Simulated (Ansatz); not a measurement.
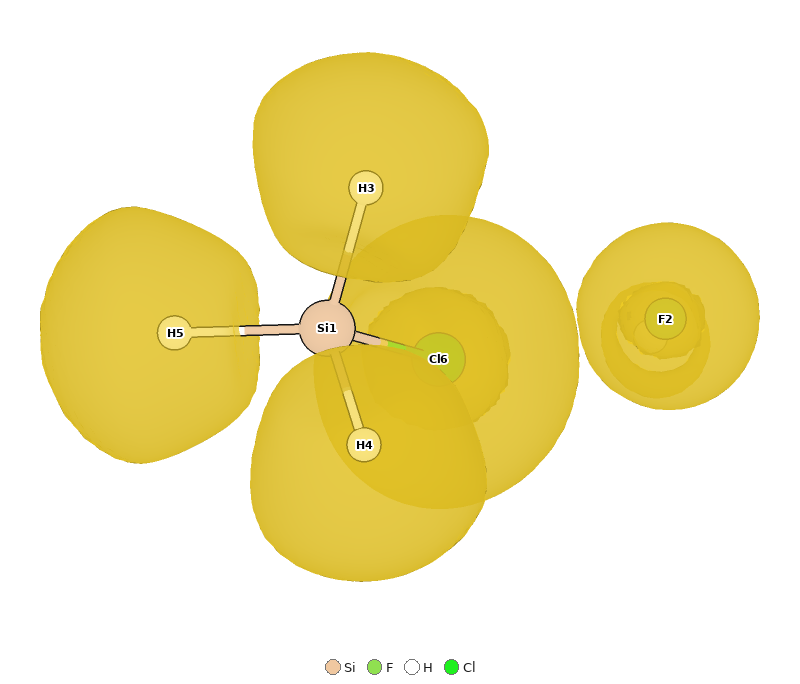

The picture shows: ClH$_{3}$Si···HF. Isosurface of the electron localisation function at 0.75 (yellow), seen from one side. Only the valence region is drawn (cores and ρ < 0.01 e/Å³ removed).

These are results of RKS B3LYP/6-31G* in Ansatz 0.2.0, not measurements.

The calculation's input:

```
crystal:
  periodic: [false, false, false]
  atoms:
    - { symbol: Si, position_ang: [-0.429721, -0.191481, -0.376214] }
    - { symbol: F, position_ang: [0.088605, 0.776103, 2.196467] }
    - { symbol: H, position_ang: [0.741013, -0.862154, 0.217364] }
    - { symbol: H, position_ang: [-0.308013, 1.277253, -0.455272] }
    - { symbol: H, position_ang: [-0.677731, -0.74304, -1.733411] }
    - { symbol: Cl, position_ang: [-2.171372, -0.688254, 0.72649] }
    - { symbol: H, position_ang: [-0.713981, 0.431573, 2.521175] }
basis:
  gaussian: { orbitals: "6-31G*" }
hamiltonian:
  xc: b3lyp
relax:
  f_tol: 0.03
  max_steps: 50
output:
  orbitals: {}
```

Command:

```sh
ansatz run input.yaml --threads 1 --pin off --max-ram 2048MiB --backend cpu --events-out ev --progress --plain --runs-dir out
```

The fields are those of the run's last geometry, not of the input's.

> Describe the localisation domains.

At this value the surface marks out three regions around hydrogen nuclei, one region on Cl in which the atom's valence shell and bonds are merged and one joined region spread over several atoms (F, H), in which their bonds and any lone pairs are merged.

Values along the shortest contacts:
Cl6···H7 (2.44 Å): the ELF dips to about 0.05 between them: by its geometry a hydrogen bond between the two molecules, with no shared pair. Si–Cl (2.10 Å): the ELF peaks at about 0.90 between the atoms: a shared but strongly polarised pair.
